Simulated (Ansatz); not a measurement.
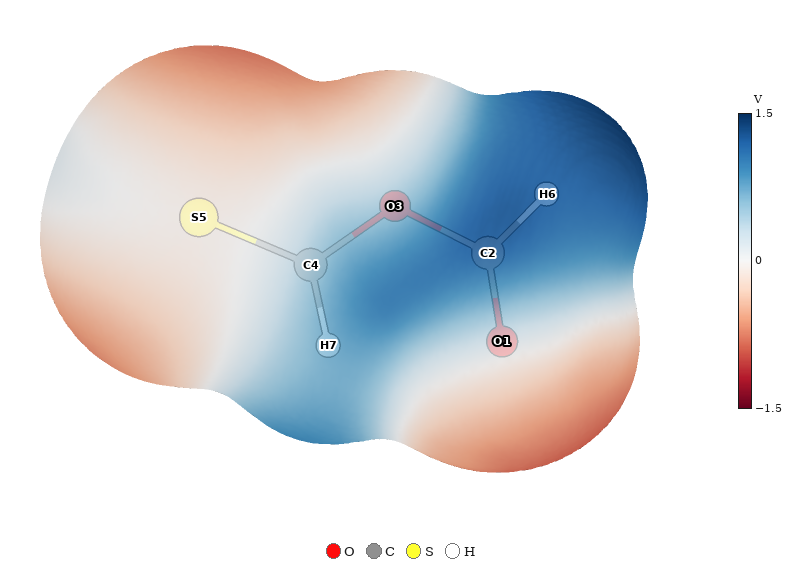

The picture shows: C2H2O2S (SMILES O=COC=S). The electrostatic potential painted on the density surface at 0.001 e/bohr³, seen across its widest extent; the colour scale runs from red (negative) to blue (positive).

Geometry: PBE0-D4/def2-TZVP.

All numbers below come from RKS PBE0-D4/def2-TZVPP in Ansatz.

| atom | x (Å) | y (Å) | z (Å) |
| --- | --- | --- | --- |
| O | -0.4901 | -1.4923 | 0.8081 |
| C | 0.4761 | -0.8041 | 0.7921 |
| O | 0.6343 | 0.3373 | 0.0531 |
| C | -0.3946 | 0.7360 | -0.7387 |
| S | -0.3084 | 2.0523 | -1.6401 |
| H | 1.3978 | -0.9675 | 1.3638 |
| H | -1.2539 | 0.0704 | -0.6840 |

Where is the surface potential most negative and most positive?

The most negative region (about −0.9 V) lies over O1, the most positive (about +1.4 V) over H6.
